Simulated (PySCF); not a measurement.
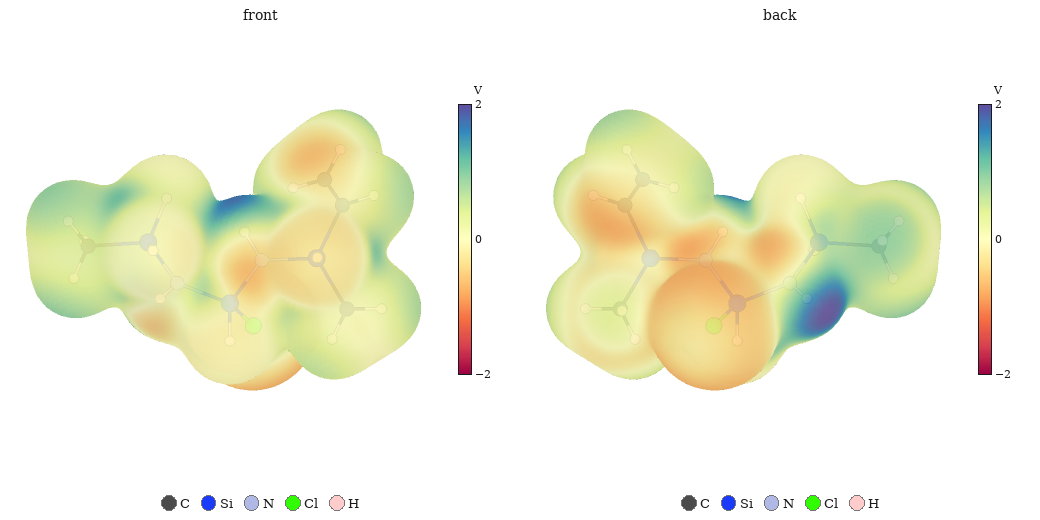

The picture shows: C4H15ClN2Si3. The molecular electrostatic potential painted on the density surface at 0.002 e/bohr³, seen from the front and from behind; the colour scale runs from red (negative) to blue (positive).

Geometry: GFN2-xTB.

The calculation used PBE0/6-31G*, SCF density, gas phase, non-relativistic in PySCF.

The calculation's input:

```
{"job": {"xc": "PBE0", "basis": "6-31G*", "kind": "nmr", "pop": true}, "charge": 0, "multiplicity": 1}
C     -2.835472    -1.973747     0.216152
C     -3.127789    -0.866155     0.879960
Si    -2.074795     0.699684     0.890684
C     -2.855832     2.068243    -0.161040
N     -0.513750     0.304246     0.227019
Si     0.509470     1.164726    -0.850208
Cl    -0.339321     1.352634    -2.664230
N      1.946358     0.234532    -1.056234
Si     2.761003    -0.781772     0.085966
C      4.470870    -1.161156    -0.632065
H     -1.939465    -2.049766    -0.378900
H     -3.468993    -2.848301     0.228345
H     -4.043580    -0.842391     1.458658
H     -1.889078     1.157639     2.282050
H     -2.247508     2.966971    -0.139117
H     -3.845698     2.329115     0.200380
H     -2.950616     1.762281    -1.198592
H     -0.099992    -0.526983     0.613643
H      0.786990     2.512019    -0.356395
H      2.405488     0.350899    -1.944335
H      2.853508    -0.068769     1.365058
H      2.002476    -2.029364     0.278912
H      5.030555    -1.802155     0.040822
H      4.401949    -1.672268    -1.588079
H      5.052286    -0.256016    -0.782167
```

Command:

```sh
OMP_NUM_THREADS=1 python ens_run.py task.json out
```

> Describe the electrostatic potential map.

The most negative region (about −0.8 V) lies over the C, Cl and N atoms, the most positive (about +1.9 V) over H20.
